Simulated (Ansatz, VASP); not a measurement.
# Cross-check of SiW between VASP and Ansatz, part 2 of 2

Wanted: the spread between two codes on one cell, functional and k mesh. The cell is invented: As first built, before any earlier steps moved the atoms: it takes the WC structure with some of its atoms replaced by other elements, volume scaled by an estimate. It may not be a known or stable phase. The cell comes out of the VASP series on this material, whose earlier steps may have relaxed, scaled or displaced it; both programs get it as it stands.

VASP 6.6.1 and Ansatz 0.2.0.

So far: The structure; VASP: band structure, HSE06.

## Step 3: Ansatz: band structure, HSE06

Level of this step: Ansatz beside VASP: Kohn-Sham DFT, plane waves, HSE06 (Ansatz).

Ansatz runs on its default PAW (the set named soft_2) files.

The same cell, functional, mesh and smearing now go to Ansatz, which takes its cutoff from its data sets.

Contents of input.yaml:

```yaml
crystal:
  lattice:
    - [3.1462339355, -8.2e-09, 0.0]
    - [-1.5731174854, 2.7247182678, 0.0]
    - [0.0, 0.0, 3.4999919662]
  atoms:
    - { symbol: W, position: [0.0, 0.0, 0.0] }
    - { symbol: Si, position: [0.66666667, 0.33333333, 0.5] }
hamiltonian:
  xc: { exchange: pbe, correlation: pbe, exx: { coeff: 0.25, omega: 0.2 } }
  pseudopotentials: { kind: paw }
kpoints:
  mp_grid: { grid: [5, 5, 4] }
  band_path:
    path:
      - [0.0, 0.0, 0.0]
      - [0.44444, 0.0, 0.0]
      - [0.38889, 0.22222, 0.0]
      - [0.18519, 0.18519, 0.0]
      - [0.0, 0.0, 0.11111]
      - [0.0, 0.0, 0.5]
      - [0.44444, 0.0, 0.5]
      - [0.38889, 0.22222, 0.5]
      - [0.18519, 0.18519, 0.5]
      - [0.5, 0.0, 0.38889]
      - [0.33333, 0.33333, 0.0]
      - [0.33333, 0.33333, 0.5]
    npoints: 1
scf:
  occupations: { method: gaussian, width: 0.02 }
  n_extra_bands: 7
output:
  forces: true
  stress: true
  eigenvalues: true
  write_density: true
  write_potential: true
  elf: true
  volumetric_format: npy
```

Run with:

```console
$ ansatz run input.yaml --threads 4 --pin off --max-ram 9216MiB --backend cpu --events-out ev --progress --plain --runs-dir out
```

Numbers of over 12 decimals in the logs are rounded to 6 here.

What it wrote:

```text
Warning: the atoms were moved onto the symmetric positions of the space group found under crystal.symmetry.tolerance 1.0e-5 (fractional; no operation is sought that the atoms, as they stand in a round, miss by more than twice it, and no atom is moved by as much as it), and the run uses the moved positions. Before a round's move an operation carried an atom to 1.57e-8 Å from where it should land, the largest such dist [...]
Warning: output.stress: scf.convergence.dr2_threshold = 1e-7 eV (the SCF's general default) is looser than the 2e-10 eV advised for a printed stress (1e-10 eV for each atom of the cell: 2). What an SCF threshold leaves in a stress goes as its square root, and in the free energy as the threshold itself, and one threshold admits the most on a small cell: [figures from the program's tests cut] Set scf.convergence.dr2_threshold to 2e-10 eV or tighter. The threshold is an SCF's pass mark: one that does not reach it within its budget of iterations ends unconverged, or closes short of it on a stop that the run arms, and scf.convergence.dr2_threshold's page says what that costs each kind of run
Warning: output.stress: scf.exx.energy_threshold = 1e-6 eV is looser than the 2e-8 eV advised for a stress under a hybrid functional (1e-8 eV for each atom of the cell: 2). Every SCF of the exchange loop can meet its threshold on dr2 while the loop round them stops early: no threshold on dr2 bounds what that leaves in the stress. Set scf.exx.energy_threshold to 2e-8 eV or tighter. The threshold is the loop's pass mark: a loop that does not reach it within its budget of cycles ends unconverged, and scf.exx.energy_threshold's page has the law
scf.n_extra_bands = 7 over 9 filled bands (N_el = 18.0): the run solves 16 bands
Engine: ansatz 0.2.0, aarch64-unknown-linux-gnu
Pseudopotentials: kind: paw
Pseudopotential: W, paw, valence charge 14, recommended cutoff 420 eV (normal), W.paw.azcp
Pseudopotential: Si, paw, valence charge 4, recommended cutoff 420 eV (normal), Si.paw.azcp
Functional definition: unnamed
  parameter a_1 = 0.25
  parameter omega_1 = 0.2/angstrom
  exchange = pbe_x + (-a_1)*pbe_x_sr(omega_1) + a_1*exact_x_sr(omega_1)
  correlation = pbe_c
Crystal: 2 atoms, lattice volume = 30.004 Å³
Basis set: ecut = 420 eV, 563 PW (Γ), exchange–correlation on 48×48×48 points (8 copies of the dense FFT grid, shifted against one another)
Bands: 16, of which v1, the nominal top of the filled ones, is band 9 counted from 1 (8 counted from 0)
Symmetry: 12 space group operations
Space group: P-6m2 (ITA 187), of the structure as read, at distance tolerance 3.1e-5 Å
k-points: 15 of 100 (time reversal used)
Non-local potential: W, projectors of the file, l = 0: 3, l = 1: 2, l = 2: 2, l = 3: 1
Non-local potential: Si, projectors of the file, l = 0: 2, l = 1: 2, l = 2: 2
PAW form: soft (Blöchl's): semilocal exchange-correlation on the pseudo side does not see the compensation charge
PAW frozen core: W, regenerated for the run's functional, and the local potential with it (the file was generated under x = pbe(κ = 0.804, μ = 0.219515), c = pbe(β = 0.066725))
PAW frozen core: Si, regenerated for the run's functional, and the local potential with it (the file was generated under x = pbe(κ = 0.804, μ = 0.219515), c = pbe(β = 0.066725))
PAW one-centre angular grid: W, 590 points (default); XC on 64 Gauss nodes
PAW one-centre angular grid: Si, 110 points (default); XC on 64 Gauss nodes
Initial density: superposition of atomic densities (neutral atoms: chi_scale 0, normalization atom), corrected by the library's trained network
Initial wavefunctions: pseudopotential atomic-orbital guess
Functional: x = pbe(κ = 0.804, μ = 0.219515), c = pbe(β = 0.066725), warm-up for x = pbe(κ = 0.804, μ = 0.219515) + 0.25 (exact − pbe) at short range (hse, ω = 0.2 Å⁻¹), c = pbe(β = 0.066725)
SCF iter   1: F=—  HF=-11020.754535 eV  |F-HF|=—  |Δ(HF+E_count)|=         —  Δρ=1.04e-2  dr2=4.42e-2  ethr=1.77e-3  ⟨swp⟩=7.1  Hψ=1037  notcnv=0
preconditioner: auto → none  [insulator: Δε(μ)=0.071 eV  Ē_g=10.549 eV  σ=0.020 eV  W_gap=0.51  n_scr=8 (ndim 8)  ℏωp=21.4 eV  f_vac=0.000  D(μ)=1.22/eV (n_scr^D=8)]
SCF iter   2: F=—  HF=-11020.744264 eV  |F-HF|=—  |Δ(HF+E_count)|=   1.03e-2  Δρ=3.83e-3  dr2=5.46e-3  ethr=2.45e-4  ⟨swp⟩=2.9  Hψ=506  notcnv=0  defer=5
iter 3 solved again at ethr=1.66e-6 eV; its pass at ethr=3.03e-5 eV (dr2=2.99e-4 eV) is discarded
SCF iter   3: F=—  HF=-11020.743755 eV  |F-HF|=—  |Δ(HF+E_count)|=   5.09e-4  Δρ=1.04e-3  dr2=2.95e-4  ethr=1.66e-6  ⟨swp⟩=2.1  Hψ=936  notcnv=0  defer=2
SCF iter   4: F=—  HF=-11020.743729 eV  |F-HF|=—  |Δ(HF+E_count)|=   2.56e-5  Δρ=3.79e-4  dr2=2.57e-5  ethr=1.64e-6  ⟨swp⟩=2.1  Hψ=382  notcnv=0  defer=2
SCF iter   5: F=—  HF=-11020.743731 eV  |F-HF|=—  |Δ(HF+E_count)|=   2.30e-6  Δρ=9.95e-5  dr2=2.30e-6  ethr=1.43e-7  ⟨swp⟩=2.9  Hψ=403  notcnv=0  defer=2
SCF iter   6: F=—  HF=-11020.743732 eV  |F-HF|=—  |Δ(HF+E_count)|=   3.33e-7  Δρ=2.83e-5  dr2=2.92e-7  ethr=1.28e-8  ⟨swp⟩=2.7  Hψ=393  notcnv=0  defer=1
SCF iter   7: F=-11020.743732 eV  HF=-11020.743732 eV  |F-HF|=5.46e-12  |Δ(HF+E_count)|=   2.91e-8  Δρ=2.20e-6  dr2=6.60e-10  ethr=1.62e-9  ⟨swp⟩=2.7  Hψ=397  notcnv=0  defer=1
SCF 1 converged in 7 iterations: F = -11020.743732 eV  dr2 = 6.60e-10
[...]
preconditioner: auto → none  [insulator: Δε(μ)=0.193 eV  Ē_g=11.900 eV  σ=0.020 eV  W_gap=0.92  n_scr=8 (ndim 8)  ℏωp=21.4 eV  f_vac=0.000  D(μ)=2.78/eV (n_scr^D=28)]
[...]
SCF 3 stopped early in 6 iterations: F = -11022.113859 eV  dr2 = 1.41e-5
  greatest PAW one-centre occupation: 0.998 electrons in one spin orbital (limit 2), on the W atom at site 0 (counted from 0), in its partial waves of l = 0
hybrid outer 2: dexx = +3.867e-4 eV, tail = 9.71e-5 eV, Δε = 5.87e-2 eV (about 1.01e-2 eV left of the loop's levels)
Exchange kernel: α = 0.2500, screened, ω = 0.2000 Å⁻¹, Wigner–Seitz truncation, v(0) = 1100.0977 eV·Å³, q-mesh 5×5×4, nearest image of the exchange supercell L = 14.00 Å, pair-density grid 15×15×18, without the augmentation charges, whose exchange is taken in its separable form by FFT convolution over the k-point mesh (sized by the pseudopotential files, 20×20×24 at the most), smooth part of the exact exchange by density-matrix convolution
Frozen-core exchange: fock
[...]
preconditioner: auto → none  [insulator: Δε(μ)=0.169 eV  Ē_g=11.900 eV  σ=0.020 eV  W_gap=0.78  n_scr=8 (ndim 8)  ℏωp=21.4 eV  f_vac=0.000  D(μ)=2.12/eV (n_scr^D=20)]
[...]
SCF iter   5: F=—  HF=-11022.113892 eV  |F-HF|=—  |Δ(HF+E_count)|=   2.19e-6  Δρ=3.29e-5  dr2=3.51e-7  ethr=1.22e-10  ⟨swp⟩=3.5  Hψ=536  notcnv=0  defer=3
SCF iter   6: F=—  HF=-11022.113892 eV  |F-HF|=—  |Δ(HF+E_count)|=   9.90e-8  Δρ=9.99e-7  dr2=9.69e-8  ethr=1.22e-10  ⟨swp⟩=3.0  Hψ=522  notcnv=0
Mixer restart at iter 6: flushing history
SCF iter   7: F=—  HF=-11022.113892 eV  |F-HF|=—  |Δ(HF+E_count)|=   3.07e-7  Δρ=1.21e-5  dr2=4.53e-8  ethr=1.57e-12  ⟨swp⟩=4.2  Hψ=690  notcnv=0  defer=1
SCF iter   8: F=—  HF=-11022.113892 eV  |F-HF|=—  |Δ(HF+E_count)|=   2.98e-8  Δρ=4.23e-6  dr2=2.84e-9  ethr=1.57e-12  ⟨swp⟩=4.3  Hψ=633  notcnv=0  defer=2
SCF iter   9: F=—  HF=-11022.113892 eV  |F-HF|=—  |Δ(HF+E_count)|=   2.85e-9  Δρ=9.65e-7  dr2=5.21e-10  ethr=1.57e-12  ⟨swp⟩=3.5  Hψ=535  notcnv=0  defer=3
SCF iter  10: F=—  HF=-11022.113892 eV  |F-HF|=—  |Δ(HF+E_count)|=  6.91e-11  Δρ=6.28e-7  dr2=2.25e-10  ethr=1.57e-12  ⟨swp⟩=3.2  Hψ=474  notcnv=0  defer=3
SCF iter  11: F=-11022.113892 eV  HF=-11022.113892 eV  |F-HF|=1.09e-11  |Δ(HF+E_count)|=  8.37e-11  Δρ=1.30e-7  dr2=8.11e-12  ethr=1.21e-12  ⟨swp⟩=2.6  Hψ=395  notcnv=0  defer=3
SCF 4 converged in 11 iterations: F = -11022.113892 eV  dr2 = 8.11e-12
  Residual-converged pass: ⟨swp⟩=4.1  Hψ=606  notcnv=0  max |occ|·‖R‖ = 9.4e-9 eV (tolerance 1.0e-8 eV)  dr2=7.64e-12  dr2_onsite=2.79e-13  max |Δocc| = 4.7e-13
hybrid outer 3: dexx = +1.807e-5 eV, tail = 2.75e-6 eV, Δε = 9.60e-3 eV (about 1.77e-4 eV left of the loop's levels)
Exchange kernel: α = 0.2500, screened, ω = 0.2000 Å⁻¹, Wigner–Seitz truncation, v(0) = 1100.0977 eV·Å³, q-mesh 5×5×4, nearest image of the exchange supercell L = 14.00 Å, pair-density grid 15×15×18, without the augmentation charges, whose exchange is taken in its separable form by FFT convolution over the k-point mesh (sized by the pseudopotential files, 20×20×24 at the most), smooth part of the exact exchange by density-matrix convolution
Frozen-core exchange: fock
SCF iter   1: F=—  HF=-11022.113892 eV  |F-HF|=—  |Δ(HF+E_count)|=         —  Δρ=1.15e-6  dr2=4.98e-10  ethr=7.41e-10  ⟨swp⟩=4.3  Hψ=532  notcnv=0
preconditioner: auto → none  [insulator: Δε(μ)=0.164 eV  Ē_g=11.900 eV  σ=0.020 eV  W_gap=0.76  n_scr=8 (ndim 8)  ℏωp=21.4 eV  f_vac=0.000  D(μ)=1.97/eV (n_scr^D=20)]
SCF iter   2: F=-11022.113892 eV  HF=-11022.113892 eV  |F-HF|=6.37e-11  |Δ(HF+E_count)|=  3.51e-10  Δρ=7.65e-7  dr2=1.31e-10  ethr=1.94e-12  ⟨swp⟩=3.3  Hψ=472  notcnv=0  defer=3
SCF 5 converged in 2 iterations: F = -11022.113892 eV  dr2 = 1.31e-10
  Residual-converged pass: ⟨swp⟩=2.0  Hψ=311  notcnv=0  max |occ|·‖R‖ = 2.2e-6 eV (tolerance 2.4e-6 eV)  dr2=1.31e-10  dr2_onsite=2.83e-12  max |Δocc| = 1.9e-12
hybrid outer 4: dexx = +5.760e-10 eV, tail = 2.73e-10 eV, Δε = 7.81e-5 eV (about 2.35e-5 eV left of the loop's levels), ΔF = 2.78e-17 eV/Å (tail 8.36e-18)
NSCF: frozen V_eff on 12 k-points
hybrid SCF converged: 4 outer / 25 inner (+7 warm-up), last move |dexx| = 5.76e-10 eV, tail = 2.73e-10 eV
Stability not checked: this state was not tested for a lower state beside it, because the functional holds exact exchange (a hybrid, or Hartree-Fock), whose exchange loop this test does not read (fock_operator; see scf.lower_state_search)
Free energy (F): -11022.113892 eV
Frozen-core exchange: fock
Harris-Foulkes:  -11022.113892 eV  (|F-HF|=6.37e-11)
Internal energy: -11022.113498 eV  (E = F + TS)
E sigma→0 (E₀):  -11022.113695 eV
Entropy (-TS):   -0.000393 eV (-0.197 meV/atom)
Fermi energy:    16.610252 eV
--- Per-component energies (eV) ---
  E_band       = -150.791584
  E_kinetic    = 492.615840
  E_local      = -879.191180  (includes V_loc(G=0)·N_el)
  E_nonlocal   = 27.243551
  E_hartree    = 327.493252
  E_xc         = -258.051240
  E_vxc        = -228.774927  (∫ρ·V_xc dr)
  E_exx        = -46.560945  (= α·E_x^exact, valence–valence)
  E_paw        = -9094.796440  (= ΣΔE_a)
  E_vpaw       = -124.549566  (= ΣTr[D̂ρ^β])
  E_aug_tail   = -0.000044  (compensation charges beyond the density's cutoff)
  E_ewald      = -1587.884513
  E_core_change = -2.981779  (= ΣΔE_core)
  E_smearing   = -0.000393  (= −TS)
  E_closure    = 0.000000  (closes the sum)
  Σ components = -11022.113892   (vs F -11022.113892, Δ=0.00e0)
--- Forces (eV/Å), atoms counted from 1 ---
  atom   1  W      0.00000000     0.00000000     0.00000000
  atom   2  Si    -0.00000000     0.00000000     0.00000000
  max |Σ_I F_I| component: 1.16e-17 eV/Å
--- Stress (GPa, compression-positive) ---
       -4.011147       0.000000       0.000000
       -0.000000      -4.011147       0.000000
        0.000000       0.000000      -4.404778
  P = ⅓ Tr σ = -4.1424 GPa (-41.424 kbar)
--- Band table (eV; the first three rows and the last of 15) ---
  k-point 0: bands = [... 5 lower, 11.9847, 14.6458, 14.6458, 16.4363, 17.8486, 17.8486, 24.1885, 24.1885, ... 3 higher]
  k-point 1: bands = [... 5 lower, 10.3958, 14.9994, 14.9994, 16.6204, 16.6204, 16.7616, 24.6217, 24.6217, ... 3 higher]
  k-point 2: bands = [... 5 lower, 7.5844, 15.5007, 15.5007, 15.6435, 15.6435, 17.8211, 23.4618, 23.4618, ... 3 higher]
  k-point 14: bands = [... 5 lower, 10.8243, 11.3413, 13.9045, 14.8118, 18.8241, 21.1324, 21.5795, 22.9842, ... 3 higher]
```

It took 16 s on 4 threads of Arm Neoverse V2, shared host; peak memory 0.62 GiB.

In the SCF lines HF is the Harris–Foulkes energy and dr2 the Hartree energy of the density residual, in eV; the loop may stop once dr2 is under the threshold and the program's other checks hold. Hψ counts applications of the Hamiltonian.

## Step 4: Side by side

Known differences besides the PAW data sets themselves: exact exchange at q = 0 is treated differently, which shows on coarse meshes; VASP keeps PBE cores, Ansatz makes them for the functional; the data sets hold 18 valence electrons in Ansatz (default PAW (the set named soft_2) files) and 10 in VASP; the cutoff is 420 eV in Ansatz and 400 eV in VASP; VASP takes a coarser grid for exact exchange (PRECFOCK = Fast). Total energies have different zeros and are not compared.

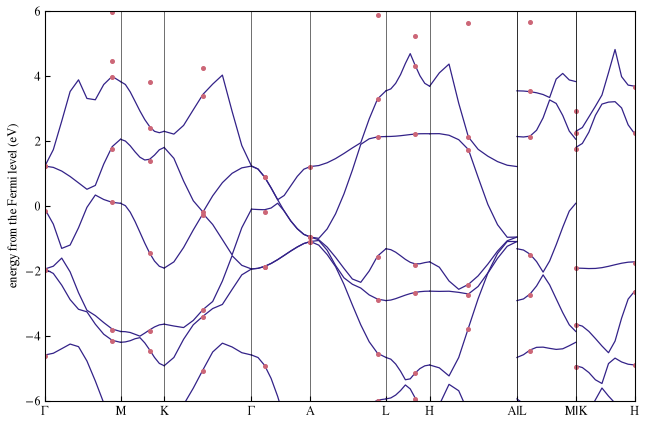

Bands from VASP (lines) and levels from Ansatz (dots). Dots without a line are higher empty bands that the VASP plot leaves out.

Levels from 3 eV below to 2 eV above the Fermi level differ by 30 meV r.m.s. and 71 meV at most; each VASP level is matched to the nearest of Ansatz, which flatters the figure a little.

## Step 5: What came out

| Item | Value |
| --- | --- |
| r.m.s. difference of levels near the Fermi level (band structure, HSE06) | 30 meV |

**Reading.** The r.m.s. difference of levels near the Fermi level is 30 meV (band structure, HSE06), within the 80 meV picked in this series as the mark of a large difference. Differences of this kind measure data sets and numerical settings, not the functional's error against experiment.

[Lines on the potential files, build, host, timing and source positions are cut from VASP's logs without a mark.]

[Logs are printed without paths, hosts, clocks, repeated set-up lines and the standing remarks that a program may print on its own settings, such as how far it seeks lower states.]

[Hosts, paths, dates, database ids (printed as entryN), source tags and the programs' standing remarks are cut or masked in the printed files.]
